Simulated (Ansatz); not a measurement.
Ligand exchange: C3H9B + SiH(NH2)2(SiH3) → C3H10BN + SiH2(NH2)(SiH3)

Gas-phase species: C3H9B `BC(C)C`, singlet; SiH(NH2)2(SiH3), singlet; C3H10BN `CC(C)BN`, singlet; SiH2(NH2)(SiH3), singlet. The partners trade H for NH2: B–H and Si–NH2 bonds give way to B–NH2 and Si–H.

Shapes, held fixed at every level: PBE0-D4/def2-TZVP. Flexible molecules stand in one conformer, not always the lowest. Programs: Ansatz 0.2.0. Electronic energies: no zero-point or thermal term.

```
                level                   kind  ΔE (kJ/mol)  less CCSD(T)/CBS estimate
 r2SCAN-D4/def2-TZVPP               meta-GGA        -86.0                       -2.9
  BHLYP-D4/def2-TZVPP          global hybrid        -82.6                       +0.5
r2SCAN0-D4/def2-TZVPP          global hybrid        -85.1                       -2.0
       MP2/def2-TZVPP    perturbation theory        -85.8                       -2.7
     CCSD(T)/def2-SVP  coupled cluster or CI       -116.5                      -33.4
   CCSD(T)/def2-TZVPP  coupled cluster or CI        -87.7                       -4.6
      CCSD/def2-TZVPP  coupled cluster or CI        -86.0                       -2.9
 CCSD(T)/CBS estimate  coupled cluster or CI        -83.1                        0.0
```

The highest level, CCSD(T)/CBS estimate, gives ΔE = -83.1 kJ/mol; the levels span -116.5 to -82.6. The column of differences is taken from that level and isn't an error. No measured value is set beside it here. The CBS estimate extrapolates MP2 from def2-TZVPP and def2-QZVPP and adds CCSD(T) − MP2 in the triple-zeta set, cores frozen.

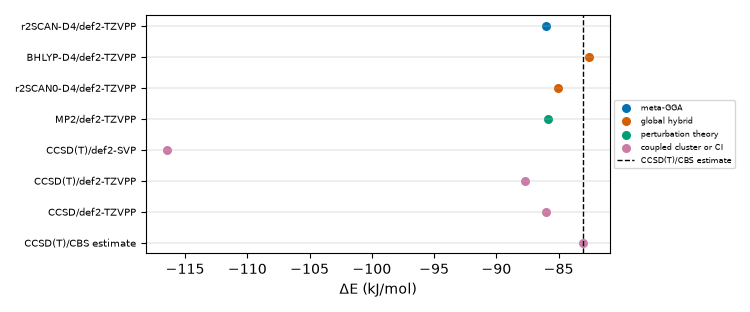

The values of the table, level by level.
